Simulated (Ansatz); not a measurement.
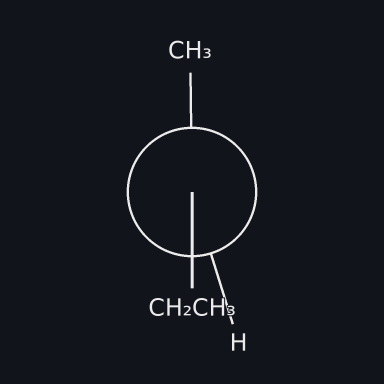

A Newman projection along the O–B bond, oxygen in front; angles are drawn as computed, but eclipsed bonds slightly apart. Geometry: relaxed with PBE0-D4/def2-TZVP with one coordinate held away from its value at the minimum.

> Which molecule is it?

C3H9BO, CBOCC

> What is the torsion angle from the front CH2CH3 to the back CH3? The sign is positive where the front bond must turn clockwise to cover the back bond.

179°, antiperiplanar (anti).
